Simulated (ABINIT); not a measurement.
# SnSe (F-43m): from the cell to the phonon bands

How does SnSe (F-43m) vibrate, and is this structure a minimum?

Main program and level: ABINIT 10.8.3; DFT LDA, scalar-relativistic, plane waves, HGH norm-conserving pseudopotentials.

The structure was built from a prototype and need not be the compound's stable phase.

## (1) The structure

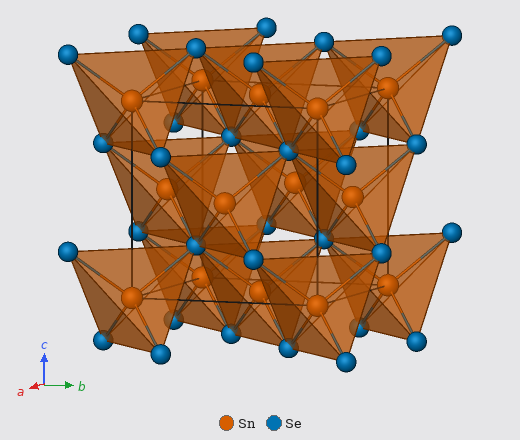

The starting structure, seen slightly off an axis (tin orange, selenium blue). This picture shows the conventional cell, with its axes. Some periodic images of atoms are drawn too.

## (2) A first look

A first run with smearing and empty bands tells whether the crystal has a gap, which decides between fixed occupations and smearing later on.

File probe.abi:

```
# ground state
tolvrs 1.0d-08
prtden 1
prtwf 1

# basis, mesh and filling
ecut 20.0
ixc 7
ngkpt 6 6 6
nshiftk 1
shiftk 0.0 0.0 0.0
istwfk *1
occopt 7
tsmear 0.005
nband 11
nstep 100
diemac 9.0
prtebands 0
prtgsr 0
useylm 1

# cell and atoms
acell 3*1.0 Angstrom
rprim 
    0.0 3.34309 3.34309
    3.34309 0.0 3.34309
    3.34309 3.34309 0.0
ntypat 2
znucl 50 34
natom 2
typat 1 2
xred 
    0.0 0.0 0.0
    0.25 0.25 0.25
pp_dirpath "./pseudo"
pseudos "Sn.hgh, Se.hgh"
```

Launch:

```sh
OMP_NUM_THREADS=1 mpirun -n 2 abinit probe.abi > probe.log
```

Numbers of over 12 decimals in the logs are rounded to 6 here.

probe.abo, the main output file:

```text
[banners, grids, parts of the stress and lines that vanish by symmetry left out]
- input  file    -> probe.abi
- output file    -> probe.abo
- root for input  files -> probei
[...]
Symmetries : space group F-4 3 m (#216); Bravais cF (face-center cubic)
[...]
mpw =        2176          nfft =       46656          nkpt =          16
[...]
== DATASET  1 ==================================================================
[...]
cutoff_energies: {ecut:  20.0, pawecutdg:  -1.0, }
[...]
Exchange-correlation functional for the present dataset will be:
  LDA: Perdew-Wang 92 LSD fit to Ceperley-Alder data - ixc=7
[...]
ETOT  1  -13.038093909843    -1.304E+01 1.240E-02 1.014E+02
 ETOT  2  -13.060150097655    -2.206E-02 2.927E-04 2.565E+01
 ETOT  3  -13.067881417945    -7.731E-03 1.916E-04 1.927E+00
 ETOT  4  -13.068361078323    -4.797E-04 2.462E-05 4.700E-02
 ETOT  5  -13.068368715248    -7.637E-06 1.189E-05 7.396E-04
 ETOT  6  -13.068368889043    -1.738E-07 4.405E-06 4.614E-06
 ETOT  7  -13.068368890404    -1.361E-09 1.975E-06 2.158E-08
 ETOT  8  -13.068368890407    -2.235E-12 9.734E-07 2.306E-09
 At SCF step    8       vres2   =  2.31E-09 < tolvrs=  1.00E-08 =>converged.
[...]
sigma(1 1)=  7.40526559E-05  sigma(3 2)=  0.00000000E+00
  sigma(2 2)=  7.40526559E-05  sigma(3 1)=  0.00000000E+00
  sigma(3 3)=  7.40526559E-05  sigma(2 1)=  0.00000000E+00
[...]
convergence: {deltae: -2.235E-12, res2:  2.306E-09, residm:  9.734E-07, diffor: null, }
etotal    :  -1.30683689E+01
[...]
sigma(1 1)=  7.40526559E-05  sigma(3 2)=  0.00000000E+00
  sigma(2 2)=  7.40526559E-05  sigma(3 1)=  0.00000000E+00
  sigma(3 3)=  7.40526559E-05  sigma(2 1)=  0.00000000E+00
[...]
- sigma(1 1)=  2.17870436E+00  sigma(3 2)=  0.00000000E+00
- sigma(2 2)=  2.17870436E+00  sigma(3 1)=  0.00000000E+00
- sigma(3 3)=  2.17870436E+00  sigma(2 1)=  0.00000000E+00
[...]
fcart     -0.0000000000E+00 -0.0000000000E+00 -0.0000000000E+00
           strten      7.4052655898E-05  7.4052655898E-05  7.4052655898E-05
================================================================================

[key lines of the parts left out:]
pressure_GPa:  -2.1787E+00
```

Wall time 6 s (2 MPI ranks of Intel Xeon at 2.70GHz, shared host); 11 s of CPU time.

Read from the output:

```yaml
volume_per_atom: 37.36 Å³
pressure: -2.179 GPa
gap_on_the_k_mesh: 0 eV
```

No gap opens on this mesh, so smearing is kept; the printed pressure holds the stress of the finite basis too.

## (3) Rough relaxation

The typed start is rough, so a first relaxation with smearing and loose thresholds takes it towards rest cheaply.

File prerelax.abi:

```
# relaxation
ionmov 2
optcell 2
dilatmx 1.15
chkdilatmx 0
ntime 40
tolmxf 3.0d-04
tolvrs 1.0d-10
prtwf 0
prtden 0
chksymtnons 0

# basis, mesh and filling
ecut 21.0
ecutsm 3.0
ixc 7
ngkpt 4 4 4
nshiftk 1
shiftk 0.0 0.0 0.0
istwfk *1
occopt 7
tsmear 0.005
nband 11
nstep 100
diemac 1000000.0
prtebands 0
prtgsr 0
useylm 1

# cell and atoms
acell 3*1.0 Angstrom
rprim 
    0.0 3.34309 3.34309
    3.34309 0.0 3.34309
    3.34309 3.34309 0.0
ntypat 2
znucl 50 34
natom 2
typat 1 2
xred 
    0.0 0.0 0.0
    0.25 0.25 0.25
pp_dirpath "./pseudo"
pseudos "Sn.hgh, Se.hgh"
```

Launch:

```sh
OMP_NUM_THREADS=1 mpirun -n 2 abinit prerelax.abi > prerelax.log
```

prerelax.abo, the main output file:

```text
[banners, grids, parts of the stress and lines that vanish by symmetry left out]
- input  file    -> prerelax.abi
- output file    -> prerelax.abo
- root for input  files -> prerelaxi
[...]
Symmetries : space group F-4 3 m (#216); Bravais cF (face-center cubic)
[...]
mpw =        3543          nfft =       91125          nkpt =           8
[...]
== DATASET  1 ==================================================================
[...]
cutoff_energies: {ecut:  21.0, pawecutdg:  -1.0, }
[...]
Exchange-correlation functional for the present dataset will be:
  LDA: Perdew-Wang 92 LSD fit to Ceperley-Alder data - ixc=7
[...]
ETOT  1  -13.039111545852    -1.304E+01 1.081E-02 1.924E+02
 ETOT  2  -13.064742567724    -2.563E-02 4.700E-04 2.765E+01
 ETOT  3  -13.068964597187    -4.222E-03 4.358E-04 2.612E+00
 ETOT  4  -13.069251705856    -2.871E-04 2.753E-04 1.285E-01
[...]
ETOT  8  -13.070721154225     6.892E-13 4.337E-15 4.872E-12
 At SCF step    8       vres2   =  4.87E-12 < tolvrs=  1.00E-10 =>converged.
[...]
sigma(1 1)= -1.46890215E-07  sigma(3 2)=  0.00000000E+00
  sigma(2 2)= -1.46890215E-07  sigma(3 1)=  0.00000000E+00
  sigma(3 3)= -1.46890215E-07  sigma(2 1)=  0.00000000E+00
[...]
convergence: {deltae:  6.892E-13, res2:  4.872E-12, residm:  4.337E-15, diffor: null, }
etotal    :  -1.30707212E+01
[...]
At Broyd/MD step   4, gradients are converged :
[...]
sigma(1 1)= -1.46890215E-07  sigma(3 2)=  0.00000000E+00
  sigma(2 2)= -1.46890215E-07  sigma(3 1)=  0.00000000E+00
  sigma(3 3)= -1.46890215E-07  sigma(2 1)=  0.00000000E+00
[...]
- sigma(1 1)= -4.32165933E-03  sigma(3 2)=  0.00000000E+00
- sigma(2 2)= -4.32165933E-03  sigma(3 1)=  0.00000000E+00
- sigma(3 3)= -4.32165933E-03  sigma(2 1)=  0.00000000E+00
[...]
fcart     -0.0000000000E+00 -0.0000000000E+00 -0.0000000000E+00
           strten     -1.4689021499E-07 -1.4689021499E-07 -1.4689021499E-07
================================================================================

[key lines of the parts left out:]
pressure_GPa:   4.3217E-03
Total energy (etotal) [Ha]= -1.30707211542251E+01
```

The job ended after 19 s (2 MPI ranks; 38 s of CPU time).

Step by step:

| step | energy less that of the first step (eV) | largest force (eV/Å) | volume (Å³) |
| --- | --- | --- | --- |
| 1 | 0.0000 | 0.0000 | 74.73 |
| 2 | -0.0069 | 0.0000 | 74.21 |
| 3 | -0.0397 | 0.0000 | 68.98 |
| 4 | -0.0398 | 0.0000 | 69.23 |

| conventional cell, symmetrised | before | after | change |
| --- | --- | --- | --- |
| a (Å) | 6.686 | 6.518 | -2.5 % |
| b (Å) | 6.686 | 6.518 | -2.5 % |
| c (Å) | 6.686 | 6.518 | -2.5 % |
| volume (Å³/atom) | 37.36 | 34.61 | -7.4 % |

Final coordinates:

```
Sn Se
1.0
     0.00000    3.25898    3.25898
     3.25898    0.00000    3.25898
     3.25898    3.25898    0.00000
Sn Se
1 1
Direct
  0.00000 0.00000 0.00000
  0.25000 0.25000 0.25000
```

Read from the output:

* volume per atom: 34.61 Å³
* pressure: 0.004322 GPa

The volume changes by -7.4 % in this run and stands -7.4 % from the first cell.

## (4) Relaxing the cell and atoms

The harmonic expansion needs vanishing forces, and a free crystal bears no stress, so cell and atoms are brought to rest. Stress is more sensitive to the basis than forces are: the last 3 Ha under the cutoff are smoothed with ecutsm, and the cutoff is raised above that of the later runs.

File relax.abi:

```
# relaxation
ionmov 2
optcell 2
dilatmx 1.08
ntime 40
tolmxf 1.0d-05
tolvrs 1.0d-14
prtwf 0
prtden 0
chksymtnons 0

# basis, mesh and filling
ecut 26.0
ecutsm 3.0
ixc 7
ngkpt 8 8 8
nshiftk 1
shiftk 0.0 0.0 0.0
istwfk *1
occopt 3
tsmear 0.01
nband 11
nstep 100
diemac 1000000.0
prtebands 0
prtgsr 0
useylm 1

# cell and atoms
acell 3*1.0 Angstrom
rprim 
    0.0 3.258975102 3.258975102
    3.258975102 0.0 3.258975102
    3.258975102 3.258975102 0.0
ntypat 2
znucl 50 34
natom 2
typat 1 2
xred 
    0.0 0.0 0.0
    0.25 0.25 0.25
pp_dirpath "./pseudo"
pseudos "Sn.hgh, Se.hgh"
```

Launch:

```sh
OMP_NUM_THREADS=1 mpirun -n 2 abinit relax.abi > relax.log
```

relax.abo, the main output file:

```text
[banners, grids, parts of the stress and lines that vanish by symmetry left out]
- input  file    -> relax.abi
- output file    -> relax.abo
- root for input  files -> relaxi
[...]
Symmetries : space group F-4 3 m (#216); Bravais cF (face-center cubic)
[...]
mpw =        3750          nfft =       91125          nkpt =          29
[...]
== DATASET  1 ==================================================================
[...]
cutoff_energies: {ecut:  26.0, pawecutdg:  -1.0, }
[...]
Exchange-correlation functional for the present dataset will be:
  LDA: Perdew-Wang 92 LSD fit to Ceperley-Alder data - ixc=7
[...]
ETOT  1  -13.048200874198    -1.305E+01 1.542E-02 1.646E+02
 ETOT  2  -13.071828483266    -2.363E-02 1.467E-03 1.540E+01
 ETOT  3  -13.073877230059    -2.049E-03 4.568E-04 2.019E+00
 ETOT  4  -13.074075697949    -1.985E-04 2.327E-04 9.820E-02
 ETOT  5  -13.074081718112    -6.020E-06 3.931E-05 1.066E-03
[...]
At SCF step   12       vres2   =  4.29E-17 < tolvrs=  1.00E-14 =>converged.
[...]
sigma(1 1)= -1.79201400E-05  sigma(3 2)=  0.00000000E+00
  sigma(2 2)= -1.79201400E-05  sigma(3 1)=  0.00000000E+00
  sigma(3 3)= -1.79201400E-05  sigma(2 1)=  0.00000000E+00
[...]
convergence: {deltae: -4.245E-13, res2:  4.295E-17, residm:  2.941E-06, diffor: null, }
etotal    :  -1.30740818E+01
[...]
ETOT  1  -13.074089169913    -1.307E+01 1.710E-06 4.129E-02
[...]
At SCF step    9       vres2   =  5.06E-15 < tolvrs=  1.00E-14 =>converged.
[...]
sigma(1 1)= -1.59047949E-05  sigma(3 2)=  0.00000000E+00
  sigma(2 2)= -1.59047949E-05  sigma(3 1)=  0.00000000E+00
  sigma(3 3)= -1.59047949E-05  sigma(2 1)=  0.00000000E+00
[...]
convergence: {deltae:  4.050E-13, res2:  5.063E-15, residm:  8.245E-08, diffor: null, }
etotal    :  -1.30740946E+01
[...]
ETOT  1  -13.073780882999    -1.307E+01 4.167E-07 2.723E+00
[...]
At SCF step   10       vres2   =  1.29E-15 < tolvrs=  1.00E-14 =>converged.
[...]
sigma(1 1)= -2.29489851E-07  sigma(3 2)=  0.00000000E+00
  sigma(2 2)= -2.29489851E-07  sigma(3 1)=  0.00000000E+00
  sigma(3 3)= -2.29489851E-07  sigma(2 1)=  0.00000000E+00
[...]
convergence: {deltae:  5.116E-13, res2:  1.288E-15, residm:  4.488E-10, diffor: null, }
etotal    :  -1.30741430E+01
[...]
ETOT  1  -13.074142968798    -1.307E+01 2.554E-09 5.910E-04
[...]
ETOT  7  -13.074143047144     4.796E-13 8.527E-11 1.305E-12
 ETOT  8  -13.074143047144    -2.718E-13 7.103E-11 8.141E-15
 At SCF step    8       vres2   =  8.14E-15 < tolvrs=  1.00E-14 =>converged.
[...]
sigma(1 1)= -3.04059580E-09  sigma(3 2)=  0.00000000E+00
  sigma(2 2)= -3.04059580E-09  sigma(3 1)=  0.00000000E+00
  sigma(3 3)= -3.04059580E-09  sigma(2 1)=  0.00000000E+00
[...]
convergence: {deltae: -2.718E-13, res2:  8.141E-15, residm:  7.103E-11, diffor: null, }
etotal    :  -1.30741430E+01
[...]
At Broyd/MD step   4, gradients are converged :
[...]
sigma(1 1)= -3.04059580E-09  sigma(3 2)=  0.00000000E+00
  sigma(2 2)= -3.04059580E-09  sigma(3 1)=  0.00000000E+00
  sigma(3 3)= -3.04059580E-09  sigma(2 1)=  0.00000000E+00
[...]
- sigma(1 1)= -8.94574170E-05  sigma(3 2)=  0.00000000E+00
- sigma(2 2)= -8.94574170E-05  sigma(3 1)=  0.00000000E+00
- sigma(3 3)= -8.94574170E-05  sigma(2 1)=  0.00000000E+00
[...]
fcart     -0.0000000000E+00 -0.0000000000E+00 -0.0000000000E+00
           strten     -3.0405958012E-09 -3.0405958016E-09 -3.0405958020E-09
================================================================================

[key lines of the parts left out:]
pressure_GPa:   8.9457E-05
Total energy (etotal) [Ha]= -1.30741430471445E+01
```

The job ended after 77 s (2 MPI ranks; 2.5 min of CPU time).

The steps of the relaxation:

| step | energy less that of the first step (eV) | largest force (eV/Å) | volume (Å³) |
| --- | --- | --- | --- |
| 1 | 0.0000 | 0.0000 | 69.23 |
| 2 | -0.0003 | 0.0000 | 69.34 |
| 3 | -0.0017 | 0.0000 | 70.24 |
| 4 | -0.0017 | 0.0000 | 70.25 |

| conventional cell, symmetrised | before | after | change |
| --- | --- | --- | --- |
| a (Å) | 6.518 | 6.550 | +0.5 % |
| b (Å) | 6.518 | 6.550 | +0.5 % |
| c (Å) | 6.518 | 6.550 | +0.5 % |
| volume (Å³/atom) | 34.61 | 35.13 | +1.5 % |

Final coordinates:

```cif
data_structure
_symmetry_space_group_name_H-M 'P 1'
_symmetry_Int_Tables_number 1
_cell_length_a 4.6315
_cell_length_b 4.6315
_cell_length_c 4.6315
_cell_angle_alpha 60.000
_cell_angle_beta 60.000
_cell_angle_gamma 60.000
_cell_volume 70.25
loop_
_atom_site_label
_atom_site_type_symbol
_atom_site_fract_x
_atom_site_fract_y
_atom_site_fract_z
_atom_site_occupancy
Sn1 Sn 0.00000 0.00000 0.00000 1
Se2 Se 0.25000 0.25000 0.25000 1
```

Read from the output:

| Quantity | Value |
| --- | --- |
| volume per atom | 35.13 Å³ |
| pressure | 8.95e-5 GPa |

The volume changes by +1.5 % in this run and stands -6.0 % from the first cell.

## (5) Self-consistent run for the response

The response is built on these wavefunctions, so the potential is converged far more tightly than an energy would need. Smearing stays on, as the first look found no gap above 0.3 eV.

File gs.abi:

```
# ground state
tolvrs 1.0d-16
prtden 1
prtwf 1

# basis, mesh and filling
ecut 20.0
ixc 7
ngkpt 8 8 8
nshiftk 1
shiftk 0.0 0.0 0.0
istwfk *1
occopt 3
tsmear 0.01
nband 11
nstep 100
diemac 1000000.0
prtebands 0
prtgsr 0
useylm 1

# cell and atoms
acell 3*1.0 Angstrom
rprim 
    0.0 3.27496299 3.27496299
    3.27496299 0.0 3.27496299
    3.27496299 3.27496299 0.0
ntypat 2
znucl 50 34
natom 2
typat 1 2
xred 
    0.0 0.0 0.0
    0.25 0.25 0.25
pp_dirpath "./pseudo"
pseudos "Sn.hgh, Se.hgh"
```

Launch:

```sh
OMP_NUM_THREADS=1 mpirun -n 2 abinit gs.abi > gs.log
```

gs.abo, the main output file:

```text
[banners, grids, parts of the stress and lines that vanish by symmetry left out]
- input  file    -> gs.abi
- output file    -> gs.abo
- root for input  files -> gsi
[...]
Symmetries : space group F-4 3 m (#216); Bravais cF (face-center cubic)
[...]
mpw =        2085          nfft =       46656          nkpt =          29
[...]
== DATASET  1 ==================================================================
[...]
cutoff_energies: {ecut:  20.0, pawecutdg:  -1.0, }
[...]
Exchange-correlation functional for the present dataset will be:
  LDA: Perdew-Wang 92 LSD fit to Ceperley-Alder data - ixc=7
[...]
ETOT  1  -13.046033792959    -1.305E+01 2.635E-02 8.512E+01
 ETOT  2  -13.069631553914    -2.360E-02 1.502E-03 8.478E+00
 ETOT  3  -13.071873985590    -2.242E-03 2.821E-04 1.074E+00
 ETOT  4  -13.072081643789    -2.077E-04 1.368E-04 5.385E-02
 ETOT  5  -13.072088039102    -6.395E-06 1.027E-04 5.714E-04
[...]
ETOT 11  -13.072088169233    -7.994E-14 1.744E-05 6.530E-15
 ETOT 12  -13.072088169233     1.883E-13 1.286E-05 2.268E-17
 At SCF step   12       vres2   =  2.27E-17 < tolvrs=  1.00E-16 =>converged.
[...]
sigma(1 1)=  2.00783525E-05  sigma(3 2)=  0.00000000E+00
  sigma(2 2)=  2.00783525E-05  sigma(3 1)=  0.00000000E+00
  sigma(3 3)=  2.00783525E-05  sigma(2 1)=  0.00000000E+00
[...]
convergence: {deltae:  1.883E-13, res2:  2.268E-17, residm:  1.286E-05, diffor: null, }
etotal    :  -1.30720882E+01
[...]
sigma(1 1)=  2.00783525E-05  sigma(3 2)=  0.00000000E+00
  sigma(2 2)=  2.00783525E-05  sigma(3 1)=  0.00000000E+00
  sigma(3 3)=  2.00783525E-05  sigma(2 1)=  0.00000000E+00
[...]
- sigma(1 1)=  5.90725525E-01  sigma(3 2)=  0.00000000E+00
- sigma(2 2)=  5.90725525E-01  sigma(3 1)=  0.00000000E+00
- sigma(3 3)=  5.90725525E-01  sigma(2 1)=  0.00000000E+00
[...]
fcart     -0.0000000000E+00 -0.0000000000E+00 -0.0000000000E+00
           strten      2.0078352477E-05  2.0078352477E-05  2.0078352477E-05
================================================================================

[key lines of the parts left out:]
pressure_GPa:  -5.9073E-01
```

It took 12 s on 2 MPI ranks; 23 s of CPU time.

This step gave:

- pressure: -0.5907 GPa

The cell stands at -0.59 GPa: the relaxation ran with a smoothed and higher cutoff, and the difference is a stress of the finite basis.

[end of part 1 of 3]

[Host names and launcher messages were left out of these logs when they were recorded.]

[Logs are printed without paths, hosts, clocks, repeated set-up lines and the standing remarks that a program may print on its own settings, such as how far it seeks lower states.]

[Hosts, paths, dates, database ids (printed as entryN), source tags and the programs' standing remarks are cut or masked in the printed files.]
